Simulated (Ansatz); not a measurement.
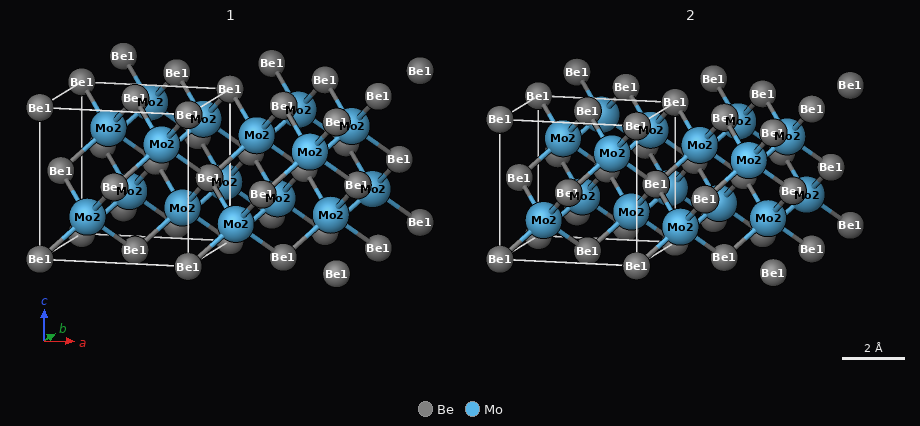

Two geometries of a crystal of BeMo (built on the zinc blende_216 type) (coarse preliminary run), drawn at one scale. One is the start of a relaxation, the other its converged end. A ball-and-stick model of the conventional cell (4 times the calculation's cell), repeated 2 × 2 × 1 with one cell outlined, seen slightly off an axis. Lengths and directions refer to the drawn axes.

Theory: DFT PBE, scalar-relativistic, plane waves, PAW in Ansatz. Settings: plane-wave cutoff 420 eV; k-point mesh 6 × 6 × 6; occupations gaussian; smearing width 0.1 eV; no spin polarisation; cell and atoms relaxed; force threshold 0.04 eV/Å; at most 70 steps.

Q: Which of the two is the end point?

A: Structure 1 is the relaxed one. Case: zinc blende type (F-43m, No. 216). The atoms keep their places relative to the cell (all moves are under 0.005 Å). Cell: a = b = c 4.637 → 5.030 Å (+8.5 %). Volume +27.7 %. Some distances before and after: Be1–Mo2 2.008 → 2.178 Å. The space group stays F-43m (No. 216). The energy falls by 0.692 eV per cell of the calculation in 4 accepted moves (6 points after the start). All forces vanish by symmetry, so only the cell relaxes. The pressure goes from 39.30 to 0.02 GPa. At 2 points the geometry stayed and the basis and grid were re-selected for the new cell (energy shift of 3.2 meV per cell of the calculation at most each time). Cost: 9 s on 1 thread of Arm Neoverse N1, with other jobs on the host, peak memory 0.28 GiB.
